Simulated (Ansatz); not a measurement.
# CH$_{4}$Sn···H$_{2}$: what the fields show

Input file:

```
crystal:
  periodic: [false, false, false]
  atoms:
    - { symbol: Sn, position_ang: [0.134642, 0.202679, -1.199335] }
    - { symbol: H, position_ang: [1.164311, 0.038989, 1.549167] }
    - { symbol: H, position_ang: [1.785969, -0.097865, 1.214421] }
    - { symbol: H, position_ang: [-0.934605, 1.124475, -0.091417] }
    - { symbol: C, position_ang: [-0.959875, -1.705312, -0.819356] }
    - { symbol: H, position_ang: [-1.124823, -1.891363, 0.254979] }
    - { symbol: H, position_ang: [-1.95445, -1.605943, -1.293204] }
    - { symbol: H, position_ang: [-0.44657, -2.571161, -1.265655] }
basis:
  gaussian: { orbitals: def2-SVP }
hamiltonian:
  xc: b3lyp
relax:
  f_tol: 0.03
  max_steps: 50
output:
  orbitals: {}
```

Command:

```sh
ansatz run input.yaml --threads 1 --pin off --max-ram 2048MiB --backend cpu --events-out ev --progress --plain --runs-dir out
```

The fields are those of the run's last geometry, not of the input's.

Core potentials replace the inner electrons of Sn.

Computed with RKS B3LYP/def2-SVP (Ansatz).

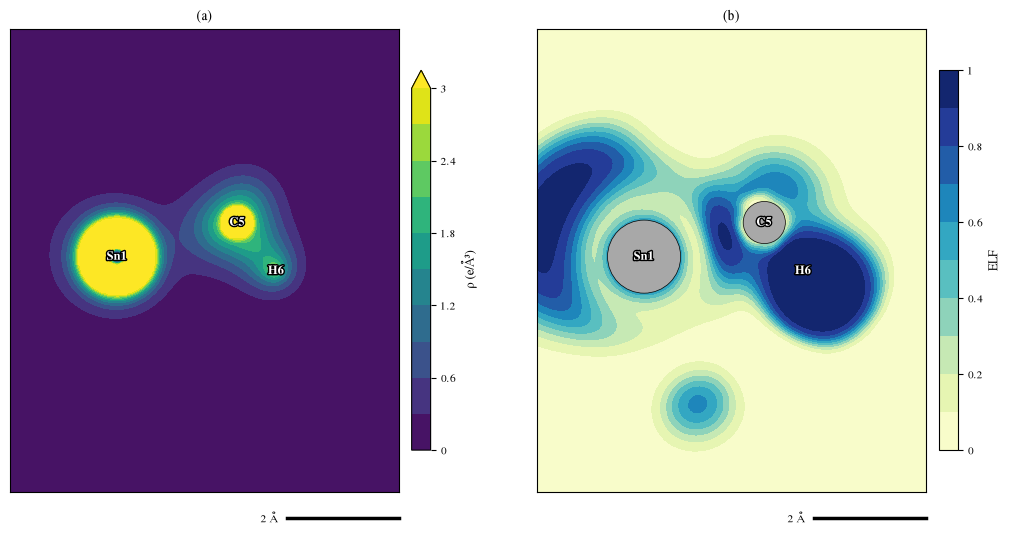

Figure 1. (a) electron density; (b) ELF on the plane of atoms Sn1, C5 and H6. Grey discs cover the atomic cores in the ELF map.

Describe what can be read from this map.

Answer. Atoms in the plane: Sn, C and H.
C–Sn (2.23 Å): ρ at the midpoint is about 0.59 e/Å³; the ELF peaks at about 0.90 in the valence shell of C, 0.8 Å from its nucleus, and drops to about 0.15 between the two atoms.
C–H (1.10 Å): ρ is about 1.9 e/Å³ halfway; the ELF climbs to about 1 towards the hydrogen, as it does in any bond to H: an ordinary covalent bond to hydrogen.

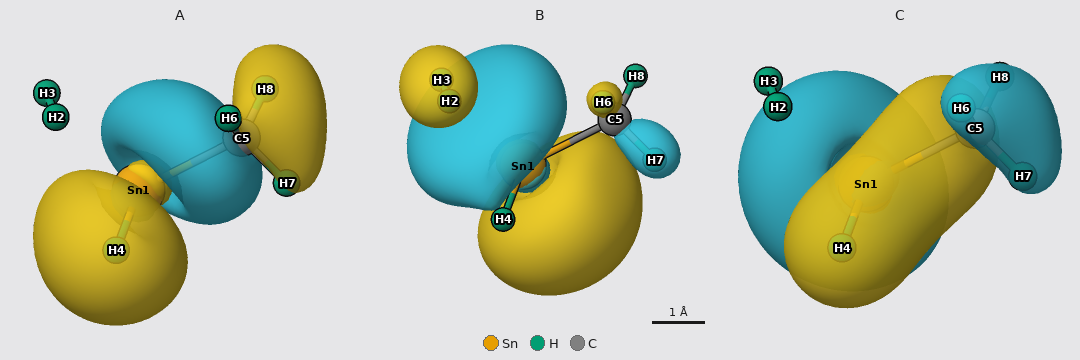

Figure 2. Three frontier orbitals at ±0.08 Å⁻³ᐟ² (yellow and cyan are the two phases), in no order.

Order the three orbitals by energy and name them.

Answer. A is the HOMO−1 (−7.41 eV). By Hirshfeld shares it lies mainly on Sn1 (about 35 %), H4 (about 30 %) and C5 (about 25 %). C is the HOMO (−5.94 eV). It lies mainly on Sn1 (about 65 %), C5 (about 20 %) and H4 (about 10 %). B is the LUMO (−2.22 eV). It lies mainly on Sn1 (about 80 %).

What is the HOMO–LUMO gap?

Answer. 3.72 eV between the orbital energies.

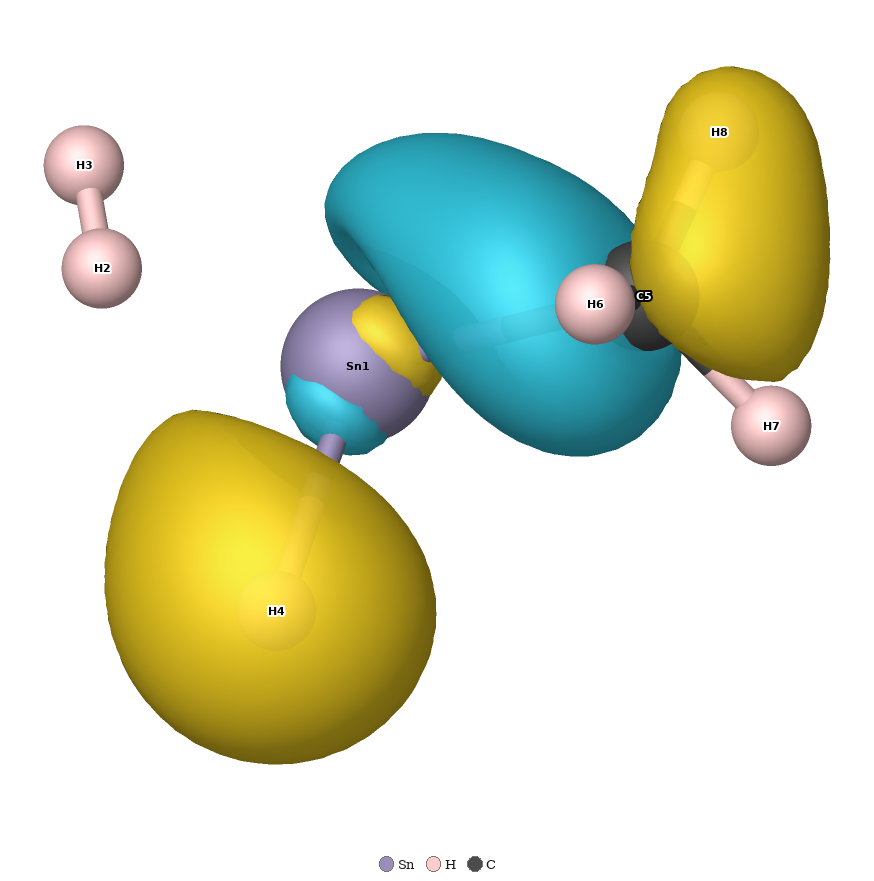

Figure 3. The HOMO−1 at ±0.15 Å⁻³ᐟ² (yellow and cyan are the two phases), seen at a tilt.

What is the character of this orbital?

Answer. By Hirshfeld shares it lies mainly on Sn1 (about 35 %), H4 (about 30 %) and C5 (about 25 %). Its energy is −7.41 eV.
